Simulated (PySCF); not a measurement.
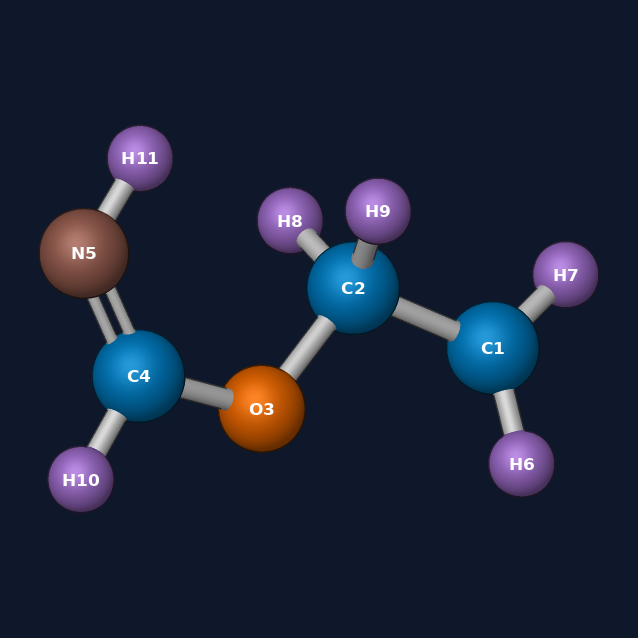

The questions are on Mulliken spin populations. State: neutral, doublet. Computed geometry: GFN2-xTB optimisation. No frequency run is at hand to confirm it as a minimum. Level of theory: UKS B3LYP, pcH-1 on C H N O, non-relativistic (PySCF 2.14.0).

Question: Which atom carries the largest spin population?

Answer: C1 (1.08 e).

Question: Which atom has the lowest spin population?

Answer: C2 (−0.09 e); a negative value comes from spin polarisation.

Give the Mulliken spin populations atom by atom.

| atom | value (e) |
| --- | --- |
| C1 | 1.08 |
| C2 | −0.09 |
| O3 | 0.00 |
| C4 | 0.00 |
| N5 | 0.00 |
| H6 | −0.04 |
| H7 | −0.05 |
| H8 | 0.04 |
| H9 | 0.05 |
| H10 | 0.00 |
| H11 | 0.00 |

Mulliken values depend strongly on the basis set.
